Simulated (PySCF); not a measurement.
C₃H₁₀O₂Si₂, SMILES [SiH2](C)[SiH2]C(OC)=O, singlet at its GFN2-xTB optimised geometry (Å):

```
17

C      0.5533    -2.0346     0.1503
O     -0.1534    -0.8014     0.0720
C      0.5794     0.3187     0.0000
O      1.7867     0.3187     0.0000
Si    -0.5495     1.8555     0.0000
Si    -0.7739     2.5468     2.2034
C     -1.7504     4.1773     2.2582
H      1.1050    -2.0907     1.0912
H     -0.1931    -2.8229     0.0964
H      1.2610    -2.1139    -0.6773
H     -1.7867     1.4209    -0.6584
H      0.1030     2.8229    -0.8900
H      0.5135     2.7696     2.8792
H     -1.4998     1.5660     3.0294
H     -2.7369     4.0608     1.8183
H     -1.2386     4.9624     1.7089
H     -1.8859     4.5260     3.2774
```

Computed with CAM-B3LYP/def2-SVP (PySCF). Cells within 0.4 Å of a nucleus heavier than hydrogen are left out (blank, or x).

Map of the electron localisation function on the plane z = 0.0 Å:

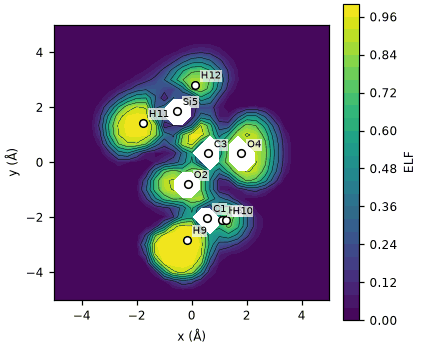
Electron localisation function on the plane z = 0.0 Å.
